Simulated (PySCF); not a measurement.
# C2H8O3Si3: electronic excitations

What electronic excitations should C2H8O3Si3 (`[SiH3]OC1=CO[SiH2][SiH2]O1`) show?

The runs use PySCF 2.14.0, with density-fitted response routines of our own; the level of theory stands in each step. All values are computed, except where a source is named. Atoms count from 0, in the outputs and in this text.

### 1 Starting geometry

16 atoms, charge 0, multiplicity 1; geometry from: GFN2-xTB.

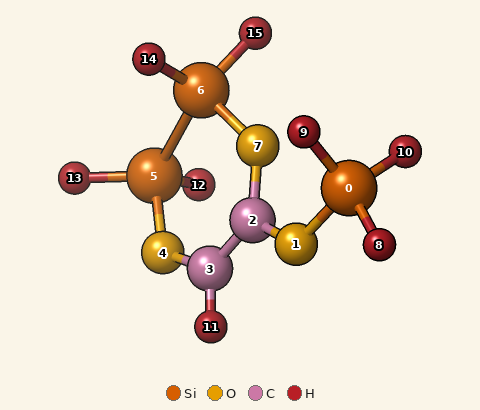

As it starts; silicon orange, oxygen amber, carbon pink, hydrogen red, atoms numbered; sticks join atoms by distance.

### 2 Ultraviolet spectrum: wB97X-D/def2-SVPD

Job settings and geometry (Å):

```
{"job": {"kind": "uv", "xc": "wB97X-D", "basis": "def2-SVPD", "nstates": 8, "ntriplets": 3}, "charge": 0, "multiplicity": 1}
Si    -2.942757    -0.283542    -0.054637
O     -1.774955     0.742658    -0.590425
C     -0.468567     0.537341    -0.378966
C      0.421214     1.426722    -0.818153
O      1.773346     1.357172    -0.675652
Si     2.707396     0.108370    -0.178020
Si     1.176585    -1.081026     1.058845
O     -0.204504    -0.610140     0.281317
H     -4.083440     0.472028    -0.548371
H     -2.907025    -0.401707     1.402544
H     -2.801952    -1.603863    -0.665528
H      0.079874     2.308294    -1.336752
H      3.202420    -0.585973    -1.376818
H      3.789958     0.839007     0.474066
H      1.002187    -0.689067     2.465308
H      1.022620    -2.527329     0.929830
```

Method: TDDFT wB97X-D/def2-SVPD, vertical, gas phase, core orbitals frozen in the response.

Command:

```sh
> OMP_NUM_THREADS=1 python probes_run.py task.json out
```

This one command runs all jobs of the session in turn.

What will the session give for the following? lowest singlet (wB97X-D/def2-SVPD); brightest single state of those computed; lowest triplet; surface potential, least and greatest. Wanted: lowest singlet; brightest single state of those computed; lowest triplet; surface potential, least and greatest.

As calculated:

```
                                quantity                        value
      lowest singlet (wB97X-D/def2-SVPD)  4.13 eV (300 nm), f = 0.001
brightest single state of those computed  state 8, 6.73 eV, f = 0.077
                          lowest triplet                      4.05 eV
   surface potential, least and greatest           -1.02 V and 1.76 V
```

**Reading.** The first singlet state (HOMO→LUMO 0.94) lies at 4.13 eV and is dark; of the 8 states computed, the strongest absorption comes from state 8 at 6.73 eV (the last computed, so partners may be missing). The lowest triplet lies 0.08 eV below the lowest singlet (triplets in Tamm-Dancoff, singlets in full TDDFT).
